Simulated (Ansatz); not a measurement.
Al (fcc, Cu type), conventional cell a = b = c = 3.991 Å, α = β = γ = 90.00°. The calculation uses the primitive cell of 1 atom, to which meshes and values per cell refer.

Grid over V/V₀ and (c/a)/(c/a)₀, subscript 0 meaning the relaxed cell; the conventional c axis lies along z; no internal relaxation.

Computed with r2SCAN (plane waves to 500 eV, PAW, scalar-relativistic; Ansatz, a first-principles code). k mesh 20×20×20 (Γ-centred), Fermi-Dirac smearing 0.05 eV. E stands for the smeared free energy. With partly filled bands, the response to shear is sensitive to the k mesh, so small differences along c/a are uncertain. Al was relaxed with its symmetry unable to fall. The PAW data are Ansatz's earlier set. ΔE is measured from the relaxed starting cell.

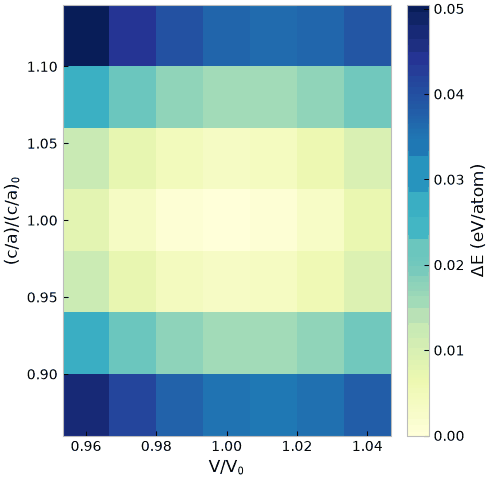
Figure. ΔE (eV/atom) over the 7×7 grid of computed points.

Lowest place on the grid: V/V₀ = 1.000, (c/a)/(c/a)₀ = 1.000 (0 meV/atom). Highest place on the grid: V/V₀ = 0.960, (c/a)/(c/a)₀ = 1.120 (50 meV/atom).

(A scan under strain: stresses follow from slopes of the energy per volume, elastic moduli from its curvatures.)
